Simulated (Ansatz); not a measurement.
# BrCl2HZn: reaction (ligand exchange)

How high is the barrier for the reaction (ligand exchange)? Relax the two ends, then run a nudged elastic band between them. Meant to form: Zn1–Br4, H5–Cl2; to break: Zn1–Cl2, H5–Br4. The start is a guess near the saddle point, from which both ends are pulled out.

Method: RKS PBE/def2-SVP, in Ansatz 0.2.0.

## (1) Starting point

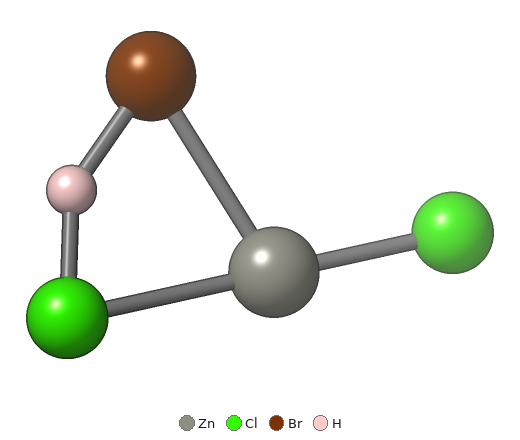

Start, viewed from a chosen angle; zinc grey, chlorine green, bromine brown, hydrogen pink.

As a file:

```xyz
5

Zn    0.0000    0.0000    0.0000
Cl    0.0000    0.0000    2.5900
Cl    0.0000    0.0000   -2.2400
Br   -2.5812    0.0000    0.8577
H    -1.4645    0.0000    2.1491
```

## (2) Pulling towards end A

Springs on the bonds that form and break draw the guess towards this end; the thresholds are loose.

Contents of input.yaml:

```yaml
crystal:
  periodic: [false, false, false]
  atoms:
    - { symbol: Zn, position_ang: [0.0, 0.0, 0.0] }
    - { symbol: Cl, position_ang: [0.0, 0.0, 2.59] }
    - { symbol: Cl, position_ang: [0.0, 0.0, -2.24] }
    - { symbol: Br, position_ang: [-2.5812, 0.0, 0.8577] }
    - { symbol: H, position_ang: [-1.4645, 0.0, 2.1491] }
basis:
  gaussian: { orbitals: def2-SVP }
hamiltonian:
  xc: pbe
relax:
  f_tol: 0.15
  max_steps: 25
  restrain:
    - { distance: [0, 3], at: 3.62, k: 30.0 }
    - { distance: [4, 1], at: 2.57, k: 30.0 }
    - { distance: [0, 1], at: 2.24, k: 30.0 }
    - { distance: [4, 3], at: 1.55, k: 30.0 }
output:
  orbitals: {}
```

The run is started by

```
ansatz run input.yaml --threads 2 --pin off --max-ram 3072MiB --backend cpu --events-out ev --progress --plain --runs-dir out
```

What it wrote, shortened:

```text
Warning: RAYON_NUM_THREADS=2 ignored (pool sized by the plan → 2); use --threads N
[...]
Functional definition: PBE
[...]
1151 factors; their error is unknown
[...]
mean field -143478.43992757 eV, -5272.7354141585 hartree, gradient 4.8e-5 eV, S^2 0.000000; 0 other end points of the search recorded, 0 dependent functions left out
[...]
reference -143478.43996868 eV, -5272.7354156693 hartree; 50, 50 occupied and 54, 54 virtual orbitals, 1151 factors
relax step   1: F+E_penalty+E_count = -143478.43992757 eV  Δ(F+E_penalty+E_count) = +0.000e0 eV  max|allowed force component| = 1.389e0 eV/Å  E_restraint = 30.60105602 eV  max|allowed force component, restraints' pulls added| = 3.317e1 eV/Å  Δτ_max = 0.0000 Å  (28 SCF iters, accepted)
[...]
relax step   6: F+E_penalty+E_count = -143479.00000730 eV  Δ(F+E_penalty+E_count) = -2.715e-2 eV  max|allowed force component| = 9.729e-1 eV/Å  E_restraint = 0.04446045 eV  max|allowed force component, restraints' pulls added| = 2.515e-1 eV/Å  Δτ_max = 0.0639 Å  (25 SCF iters, accepted)
[...]
relax step   7: F+E_penalty+E_count = -143478.99870748 eV  Δ(F+E_penalty+E_count) = +1.300e-3 eV  max|allowed force component| = 1.072e0 eV/Å  E_restraint = 0.03855706 eV  max|allowed force component, restraints' pulls added| = 1.432e-1 eV/Å  Δτ_max = 0.0433 Å  (24 SCF iters, accepted)
  distance Zn 0 - Br 3 = 3.6115 Å
  distance H 4 - Cl 1 = 2.5658 Å
  distance Zn 0 - Cl 1 = 2.2069 Å
  distance H 4 - Br 3 = 1.5128 Å
1151 factors; their error is unknown
[...]
mean field -143478.99870748 eV, -5272.7559489417 hartree, gradient 6.3e-5 eV, S^2 0.000000; 1 other end points of the search recorded, 0 dependent functions left out
[...]
reference -143478.99875184 eV, -5272.7559505716 hartree; 50, 50 occupied and 54, 54 virtual orbitals, 1151 factors
Total energy: -143478.99875184 eV, -5272.7559505716 hartree
Atom 0 at     0.296684    -0.000000     0.001732 Å, force    -0.081082     0.000000     0.940701 eV/Å
Atom 1 at     0.541033    -0.000000     2.195030 Å, force    -0.191844    -0.000000    -0.913681 eV/Å
Atom 2 at     0.278473     0.000000    -2.102246 Å, force     0.016831     0.000000     0.029483 eV/Å
Atom 3 at    -3.137659    -0.000000     1.119070 Å, force     1.071972    -0.000000     0.819955 eV/Å
Atom 4 at    -2.024232     0.000000     2.143213 Å, force    -0.815878     0.000000    -0.876459 eV/Å
Dipole moment:     0.113547     0.000000     0.086206 e Å
```

Wall time 5.6 s (2 threads of AMD EPYC 9R45 (Zen 5), shared host); peak memory 0.18 GiB.

Step by step:

| step | energy from step 1 (eV) | largest force component (eV/Å) |
| --- | --- | --- |
| 1 | 0.0000 | 1.3886 |
| 2 | 0.0294 | 1.6852 |
| 3 | -0.1317 | 1.8732 |
| 4 | -0.3777 | 1.5346 |
| 5 | -0.5329 | 1.6039 |
| 6 | -0.5601 | 0.9729 |
| 7 | -0.5588 | 1.0720 |

Step 1 is the start. Energies and forces in the table leave out the springs, which the log lists apart; the run stops on the force with the springs' pull added.

After: Bond lengths: Zn1–Cl2 2.207 Å, Zn1–Cl3 2.104 Å, Br4–H5 1.513 Å. Angles: Cl2–Zn1–Cl3 174.1°.

Pairs that crossed the distance rule for bonds on the way: moved apart Zn1–Br4, Cl2–H5.

## (3) Relaxing end A

It starts where the restrained run ended.

Contents of input.yaml:

```yaml
crystal:
  periodic: [false, false, false]
  atoms:
    - { symbol: Zn, position_ang: [0.296684, 0.0, 0.001732] }
    - { symbol: Cl, position_ang: [0.541033, 0.0, 2.19503] }
    - { symbol: Cl, position_ang: [0.278473, 0.0, -2.102246] }
    - { symbol: Br, position_ang: [-3.137659, 0.0, 1.11907] }
    - { symbol: H, position_ang: [-2.024232, 0.0, 2.143213] }
basis:
  gaussian: { orbitals: def2-SVP }
hamiltonian:
  xc: pbe
relax:
  f_tol: 0.03
  max_steps: 50
output:
  orbitals: {}
```

The run is started by

```
ansatz run input.yaml --threads 2 --pin off --max-ram 3072MiB --backend cpu --events-out ev --progress --plain --runs-dir out
```

What it wrote, shortened:

```text
Warning: RAYON_NUM_THREADS=2 ignored (pool sized by the plan → 2); use --threads N
[...]
[... 1 set-up line as earlier in the session ...]
[...]
1151 factors; their error is unknown
[...]
mean field -143478.99871770 eV, -5272.7559493170 hartree, gradient 4.6e-6 eV, S^2 0.000000; 0 other end points of the search recorded, 0 dependent functions left out
[...]
reference -143478.99876214 eV, -5272.7559509503 hartree; 50, 50 occupied and 54, 54 virtual orbitals, 1151 factors
relax step   1: F+E_penalty+E_count = -143478.99871770 eV  Δ(F+E_penalty+E_count) = +0.000e0 eV  max|allowed force component| = 1.072e0 eV/Å  Δτ_max = 0.0000 Å  (28 SCF iters, accepted)
[...]
relax step   7: F+E_penalty+E_count = -143479.20297607 eV  Δ(F+E_penalty+E_count) = -6.237e-4 eV  max|allowed force component| = 6.430e-2 eV/Å  Δτ_max = 0.0204 Å  (25 SCF iters, accepted)
[...]
relax step   8: F+E_penalty+E_count = -143479.20317070 eV  Δ(F+E_penalty+E_count) = -1.946e-4 eV  max|allowed force component| = 2.150e-2 eV/Å  Δτ_max = 0.0091 Å  (25 SCF iters, accepted)
1151 factors; their error is unknown
mean field -143479.20317070 eV, -5272.7634628262 hartree, gradient 7.0e-5 eV, S^2 0.000000; 1 other end points of the search recorded, 0 dependent functions left out
[...]
reference -143479.20321276 eV, -5272.7634643718 hartree; 50, 50 occupied and 54, 54 virtual orbitals, 1151 factors
Total energy: -143479.20321276 eV, -5272.7634643718 hartree
Atom 0 at    -0.096079    -0.000000     0.116746 Å, force    -0.000199    -0.000000     0.019319 eV/Å
Atom 1 at     0.430760    -0.000000     2.226126 Å, force    -0.009120     0.000000    -0.012040 eV/Å
Atom 2 at     0.186697     0.000000    -1.980334 Å, force     0.003245     0.000000    -0.008968 eV/Å
Atom 3 at    -2.764114    -0.000000     0.939113 Å, force    -0.015424    -0.000000    -0.015303 eV/Å
Atom 4 at    -1.802965     0.000000     2.055148 Å, force     0.021499     0.000000     0.016992 eV/Å
Dipole moment:    -0.311588    -0.000000     0.245436 e Å
```

Run time: 6 s. Hardware: 2 threads of AMD EPYC 9R45 (Zen 5), shared host; peak memory 0.18 GiB.

Step by step:

| step | energy from step 1 (eV) | largest force component (eV/Å) |
| --- | --- | --- |
| 1 | 0.0000 | 1.0720 |
| 2 | -0.1323 | 0.2336 |
| 3 | -0.1707 | 0.3624 |
| 4 | -0.1919 | 0.1673 |
| 5 | -0.2025 | 0.1043 |
| 6 | -0.2036 | 0.0357 |
| 7 | -0.2043 | 0.0643 |
| 8 | -0.2045 | 0.0215 |

Step 1 is the start.

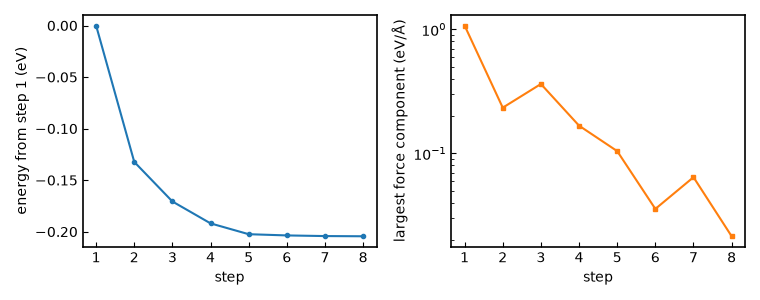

How energy and force went from step to step.

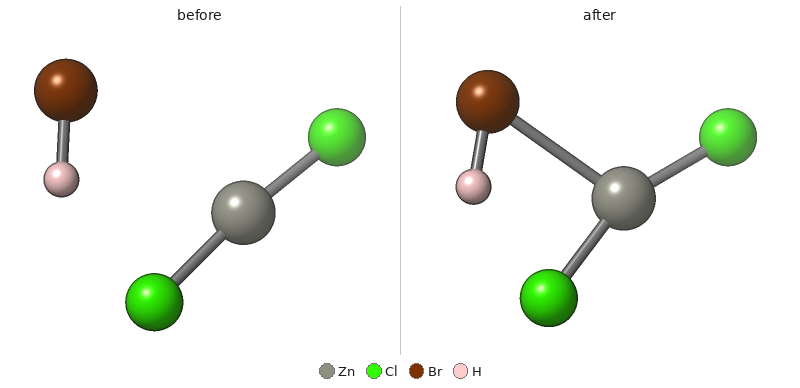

Before and after, at one scale.

After: Bond lengths: Zn1–Cl2 2.174 Å, Zn1–Cl3 2.116 Å, Zn1–Br4 2.792 Å, Br4–H5 1.473 Å. Angles: Cl2–Zn1–Cl3 158.3°, Cl2–Zn1–Br4 86.9°, Cl3–Zn1–Br4 114.8°, Zn1–Br4–H5 66.4°.

Pairs that crossed the distance rule for bonds on the way: came closer Zn1–Br4.

## (4) A restrained relaxation towards end B

Springs on the bonds that form and break draw the guess towards this end; the thresholds are loose.

Contents of input.yaml:

```yaml
crystal:
  periodic: [false, false, false]
  atoms:
    - { symbol: Zn, position_ang: [0.0, 0.0, 0.0] }
    - { symbol: Cl, position_ang: [0.0, 0.0, 2.59] }
    - { symbol: Cl, position_ang: [0.0, 0.0, -2.24] }
    - { symbol: Br, position_ang: [-2.5812, 0.0, 0.8577] }
    - { symbol: H, position_ang: [-1.4645, 0.0, 2.1491] }
basis:
  gaussian: { orbitals: def2-SVP }
hamiltonian:
  xc: pbe
relax:
  f_tol: 0.15
  max_steps: 25
  restrain:
    - { distance: [0, 3], at: 2.42, k: 30.0 }
    - { distance: [4, 1], at: 1.37, k: 30.0 }
    - { distance: [0, 1], at: 3.44, k: 30.0 }
    - { distance: [4, 3], at: 2.75, k: 30.0 }
```

The run is started by

```
ansatz run input.yaml --threads 2 --pin off --max-ram 3072MiB --backend cpu --events-out ev --progress --plain --runs-dir out
```

What it wrote, shortened:

```text
Warning: RAYON_NUM_THREADS=2 ignored (pool sized by the plan → 2); use --threads N
[...]
[... 1 set-up line as earlier in the session ...]
[...]
1151 factors; their error is unknown
[...]
mean field -143478.43992757 eV, -5272.7354141585 hartree, gradient 4.8e-5 eV, S^2 0.000000; 0 other end points of the search recorded, 0 dependent functions left out
[...]
reference -143478.43996868 eV, -5272.7354156693 hartree; 50, 50 occupied and 54, 54 virtual orbitals, 1151 factors
relax step   1: F+E_penalty+E_count = -143478.43992757 eV  Δ(F+E_penalty+E_count) = +0.000e0 eV  max|allowed force component| = 1.389e0 eV/Å  E_restraint = 28.87813986 eV  max|allowed force component, restraints' pulls added| = 2.693e1 eV/Å  Δτ_max = 0.0000 Å  (28 SCF iters, accepted)
[...]
  distance Zn 0 - Br 3 = 2.3819 Å
  distance H 4 - Cl 1 = 1.3408 Å
  distance Zn 0 - Cl 1 = 3.4331 Å
  distance H 4 - Br 3 = 2.7477 Å
1151 factors; their error is unknown
mean field -143479.13279078 eV, -5272.7608764121 hartree, gradient 4.4e-5 eV, S^2 0.000000; 1 other end points of the search recorded, 0 dependent functions left out
[...]
reference -143479.13283402 eV, -5272.7608780010 hartree; 50, 50 occupied and 54, 54 virtual orbitals, 1151 factors
Total energy: -143479.13283402 eV, -5272.7608780010 hartree
Atom 0 at    -0.948671    -0.000502    -0.584521 Å, force    -0.908225    -0.001654     0.786689 eV/Å
Atom 1 at     0.277404     0.005638     2.622125 Å, force    -0.954948    -0.005739    -0.217286 eV/Å
Atom 2 at     0.680073     0.000504    -1.919928 Å, force     0.002315     0.000314     0.004739 eV/Å
Atom 3 at    -2.991295    -0.004002     0.640751 Å, force     1.029350     0.001593    -0.537058 eV/Å
Atom 4 at    -1.063211    -0.001637     2.598372 Å, force     0.831508     0.005487    -0.037083 eV/Å
Dipole moment:    -0.162115    -0.000583     0.053585 e Å
```

Run time: 7.4 s. Hardware: 2 threads of AMD EPYC 9R45 (Zen 5), shared host; peak memory 0.18 GiB.

Relaxation path:

| step | energy from step 1 (eV) | largest force component (eV/Å) |
| --- | --- | --- |
| 1 | 0.0000 | 1.3886 |
| 2 | 0.0856 | 1.8946 |
| 3 | 0.0901 | 2.1558 |
| 4 | -0.1453 | 1.6112 |
| 5 | -0.4033 | 1.5427 |
| 6 | -0.5286 | 1.3212 |
| 7 | -0.6427 | 1.0081 |
| 8 | -0.6663 | 1.0143 |
| 9 | -0.6935 | 1.0121 |
| 10 | -0.6929 | 1.0293 |

Step 1 is the start. Energies and forces in the table leave out the springs, which the log lists apart; the run stops on the force with the springs' pull added.

After: Bond lengths: Zn1–Cl3 2.106 Å, Zn1–Br4 2.382 Å, Cl2–H5 1.341 Å. Angles: Cl3–Zn1–Br4 171.6°.

Pairs that crossed the distance rule for bonds on the way: moved apart Zn1–Cl2, Br4–H5.

## (5) End point B

It starts where the restrained run ended.

Contents of input.yaml:

```yaml
crystal:
  periodic: [false, false, false]
  atoms:
    - { symbol: Zn, position_ang: [-0.948671, -0.000502, -0.584521] }
    - { symbol: Cl, position_ang: [0.277404, 0.005638, 2.622125] }
    - { symbol: Cl, position_ang: [0.680073, 0.000504, -1.919928] }
    - { symbol: Br, position_ang: [-2.991295, -0.004002, 0.640751] }
    - { symbol: H, position_ang: [-1.063211, -0.001637, 2.598372] }
basis:
  gaussian: { orbitals: def2-SVP }
hamiltonian:
  xc: pbe
relax:
  f_tol: 0.03
  max_steps: 50
```

The run is started by

```
ansatz run input.yaml --threads 2 --pin off --max-ram 3072MiB --backend cpu --events-out ev --progress --plain --runs-dir out
```

What it wrote, shortened:

```text
Warning: RAYON_NUM_THREADS=2 ignored (pool sized by the plan → 2); use --threads N
[...]
[... 1 set-up line as earlier in the session ...]
[...]
1151 factors; their error is unknown
[...]
mean field -143479.13278656 eV, -5272.7608762571 hartree, gradient 2.5e-5 eV, S^2 0.000000; 0 other end points of the search recorded, 0 dependent functions left out
[...]
reference -143479.13282989 eV, -5272.7608778491 hartree; 50, 50 occupied and 54, 54 virtual orbitals, 1151 factors
relax step   1: F+E_penalty+E_count = -143479.13278656 eV  Δ(F+E_penalty+E_count) = +0.000e0 eV  max|allowed force component| = 1.029e0 eV/Å  Δτ_max = 0.0000 Å  (24 SCF iters, accepted)
[...]
relax step   3: F+E_penalty+E_count = -143479.33665880 eV  Δ(F+E_penalty+E_count) = -5.683e-2 eV  max|allowed force component| = 4.304e-1 eV/Å  Δτ_max = 0.1953 Å  (26 SCF iters, accepted)
[...]
1151 factors; their error is unknown
[...]
mean field -143479.35976350 eV, -5272.7692175055 hartree, gradient 4.0e-5 eV, S^2 0.000000; 1 other end points of the search recorded, 0 dependent functions left out
[...]
reference -143479.35980498 eV, -5272.7692190300 hartree; 50, 50 occupied and 54, 54 virtual orbitals, 1151 factors
Total energy: -143479.35980498 eV, -5272.7692190300 hartree
Atom 0 at    -0.844300    -0.000765    -0.230572 Å, force     0.008439     0.000007    -0.009991 eV/Å
Atom 1 at     0.200018     0.003258     2.228328 Å, force    -0.001063     0.000039     0.000772 eV/Å
Atom 2 at     0.652003     0.001368    -1.731869 Å, force    -0.001278    -0.000008     0.003954 eV/Å
Atom 3 at    -2.938272    -0.004551     0.708424 Å, force    -0.006438     0.000012     0.006114 eV/Å
Atom 4 at    -1.115148     0.000691     2.382488 Å, force     0.000341    -0.000051    -0.000849 eV/Å
Dipole moment:    -0.048391     0.000230     0.444581 e Å
```

It took 6.8 s on 2 threads of AMD EPYC 9R45 (Zen 5), shared host; peak memory 0.18 GiB.

The steps of the relaxation:

| step | energy from step 1 (eV) | largest force component (eV/Å) |
| --- | --- | --- |
| 1 | 0.0000 | 1.0294 |
| 2 | -0.1470 | 0.4452 |
| 3 | -0.2039 | 0.4304 |
| 4x | -0.1900 | 0.5468 |
| 5 | -0.2210 | 0.1472 |
| 6 | -0.2261 | 0.0641 |
| 7 | -0.2268 | 0.0399 |
| 8 | -0.2269 | 0.0443 |
| 9 | -0.2270 | 0.0100 |

Step 1 is the start. 1 step was tried and not accepted (4; marked x where the table lists them).

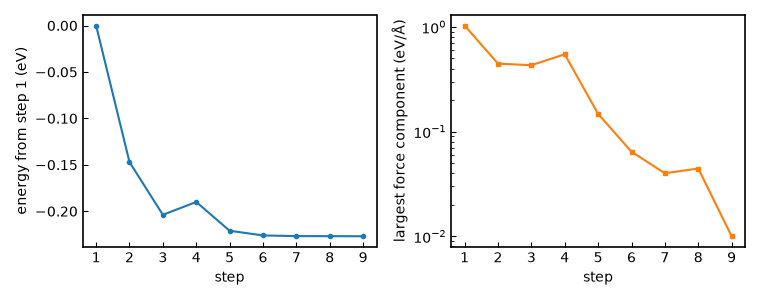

How energy and force went from step to step.

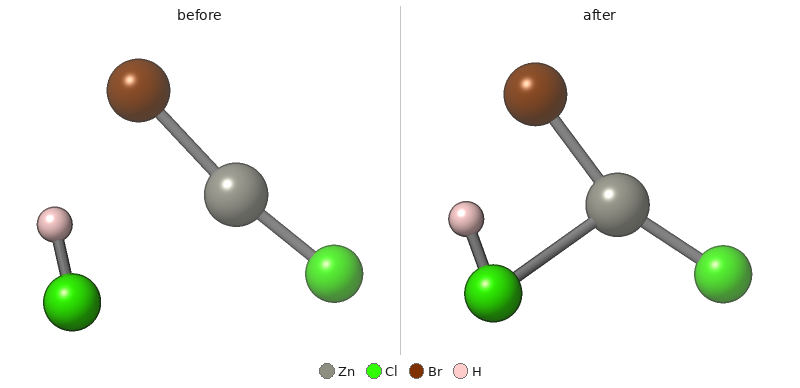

The structure before (left) and after (right), drawn at the same scale.

After: Bond lengths: Zn1–Cl2 2.671 Å, Zn1–Cl3 2.120 Å, Zn1–Br4 2.295 Å, Cl2–H5 1.324 Å. Angles: Zn1–Cl2–H5 73.7°, Cl2–Zn1–Cl3 112.1°, Cl2–Zn1–Br4 88.9°, Cl3–Zn1–Br4 159.1°.

Pairs that crossed the distance rule for bonds on the way: came closer Zn1–Cl2.

## (6) Nudged elastic band

crystal.atoms is end A as relaxed above, and neb.final_atoms is end B, turned to lie on A. With 7 inner images the band has 9 in all. The start path is listed, through a guess of the saddle.

Contents of input.yaml:

```yaml
crystal:
  periodic: [false, false, false]
  atoms:
    - { symbol: Zn, position_ang: [-0.096079, 0.0, 0.116746] }
    - { symbol: Cl, position_ang: [0.43076, 0.0, 2.226126] }
    - { symbol: Cl, position_ang: [0.186697, 0.0, -1.980334] }
    - { symbol: Br, position_ang: [-2.764114, 0.0, 0.939113] }
    - { symbol: H, position_ang: [-1.802965, 0.0, 2.055148] }
basis:
  gaussian: { orbitals: def2-SVP }
hamiltonian:
  xc: pbe
neb:
  order_check: false
  images: 7
  f_tol: 0.05
  max_iterations: 60
  final_atoms:
    - { symbol: Zn, position_ang: [-0.8634902, -2.87e-05, -0.2296196] }
    - { symbol: Cl, position_ang: [0.23293131, -2.779e-05, 2.20649726] }
    - { symbol: Cl, position_ang: [0.60052223, 2.834e-05, -1.7624234] }
    - { symbol: Br, position_ang: [-2.93700612, -5.688e-05, 0.75373094] }
    - { symbol: H, position_ang: [-1.07865821, 8.503e-05, 2.38861378] }
  initial_path:
    images:
      - { positions_ang: [[-0.096079, 0.0, 0.116746], [0.43076, 0.0, 2.226126], [0.186697, 0.0, -1.980334], [-2.764114, 0.0, 0.939113], [-1.802965, 0.0, 2.055148]] }
      - { positions_ang: [[-0.07108785, 0.0, 0.08873721], [0.32028054, 0.0, 2.31826129], [0.14424678, 0.0, -2.04406335], [-2.71864866, 0.0, 0.91618576], [-1.72049182, 0.0, 2.07767809]] }
      - { positions_ang: [[-0.0460967, 0.0, 0.06072842], [0.20980108, 0.0, 2.41039657], [0.10179657, 0.0, -2.10779269], [-2.67318331, 0.0, 0.89325852], [-1.63801863, 0.0, 2.10020818]] }
      - { positions_ang: [[-0.02110555, 0.0, 0.03271963], [0.09932162, 0.0, 2.50253186], [0.05934635, 0.0, -2.17152204], [-2.62771797, 0.0, 0.87033128], [-1.55554545, 0.0, 2.12273827]] }
      - { positions_ang: [[0.0038856, 0.0, 0.00471083], [-0.01115784, 0.0, 2.59466715], [0.01689614, 0.0, -2.23525138], [-2.58225262, 0.0, 0.84740404], [-1.47307227, 0.0, 2.14526836]] }
      - { positions_ang: [[-0.21295835, -7.17e-06, -0.05387177], [0.04986445, -6.95e-06, 2.49762467], [0.16280266, 7.08e-06, -2.11704438], [-2.670941, -1.422e-05, 0.82398577], [-1.37446875, 2.126e-05, 2.20610472]] }
      - { positions_ang: [[-0.4298023, -1.435e-05, -0.11245438], [0.11088673, -1.389e-05, 2.4005822], [0.30870918, 1.417e-05, -1.99883739], [-2.75962937, -2.844e-05, 0.80056749], [-1.27586524, 4.252e-05, 2.26694107]] }
      - { positions_ang: [[-0.64664625, -2.152e-05, -0.17103699], [0.17190902, -2.084e-05, 2.30353973], [0.45461571, 2.125e-05, -1.88063039], [-2.84831775, -4.266e-05, 0.77714922], [-1.17726173, 6.377e-05, 2.32777743]] }
      - { positions_ang: [[-0.8634902, -2.87e-05, -0.2296196], [0.23293131, -2.779e-05, 2.20649726], [0.60052223, 2.834e-05, -1.7624234], [-2.93700612, -5.688e-05, 0.75373094], [-1.07865821, 8.503e-05, 2.38861378]] }
```

The run is started by

```
ansatz run input.yaml --threads 2 --pin off --max-ram 3072MiB --backend cpu --events-out ev --progress --plain --runs-dir out
```

What it wrote, shortened:

```text
Warning: RAYON_NUM_THREADS=2 ignored (pool sized by the plan → 2); use --threads N
[...]
[... 1 set-up line as earlier in the session ...]
[...]
1151 factors; their error is unknown
[...]
mean field -143479.20314254 eV, -5272.7634617916 hartree, gradient 5.5e-5 eV, S^2 0.000000; 0 other end points of the search recorded, 0 dependent functions left out
[...]
reference -143479.20318470 eV, -5272.7634633408 hartree; 50, 50 occupied and 54, 54 virtual orbitals, 1151 factors
1151 factors; their error is unknown
[...]
mean field -143479.35976155 eV, -5272.7692174339 hartree, gradient 6.7e-5 eV, S^2 0.000000; 0 other end points of the search recorded, 0 dependent functions left out
[...]
reference -143479.35980305 eV, -5272.7692189591 hartree; 50, 50 occupied and 54, 54 virtual orbitals, 1151 factors
NEB end point (image 0): max|allowed force component| = 2.143e-2 eV/Å (the criterion of neb.relax_end_points is 1.000e-2)
[...]
NEB iter   1: max|band force component| = 2.130e0 eV/Å  barrier→ = 0.7632 eV  barrier← = 0.9198 eV  Δτ_max = 0.1991 Å  (237 SCF iters)
[...]
NEB iter   6: max|band force component| = 1.459e-1 eV/Å  barrier→ = 0.0376 eV  barrier← = 0.1942 eV  CI = image 3  Δτ_max = 0.0251 Å  (171 SCF iters)
[...]
NEB iter   7: max|band force component| = 2.951e-2 eV/Å  barrier→ = 0.0375 eV  barrier← = 0.1941 eV  CI = image 3  Δτ_max = 0.0000 Å  (362 SCF iters)
Total energy: -143479.16567566 eV, -5272.7620849091 hartree
Atom 0 at    -0.388395    -0.000002     0.033606 Å, force     0.002277     0.000000    -0.001884 eV/Å
Atom 1 at     0.228040     0.000000     2.231333 Å, force     0.000516     0.000000     0.000471 eV/Å
Atom 2 at     0.341345     0.000001    -1.957376 Å, force    -0.000135     0.000000     0.001744 eV/Å
Atom 3 at    -2.741705    -0.000001     1.003149 Å, force     0.000030     0.000000     0.004696 eV/Å
Atom 4 at    -1.484985     0.000001     2.046088 Å, force    -0.002687    -0.000000    -0.005027 eV/Å
Dipole moment:    -0.219438    -0.000000     0.299368 e Å
this run last wrote the band of iteration 7 to <dir>
```

It took 38 s on 2 threads of AMD EPYC 9R45 (Zen 5), shared host; peak memory 0.18 GiB.

[end of part 1 of 2]
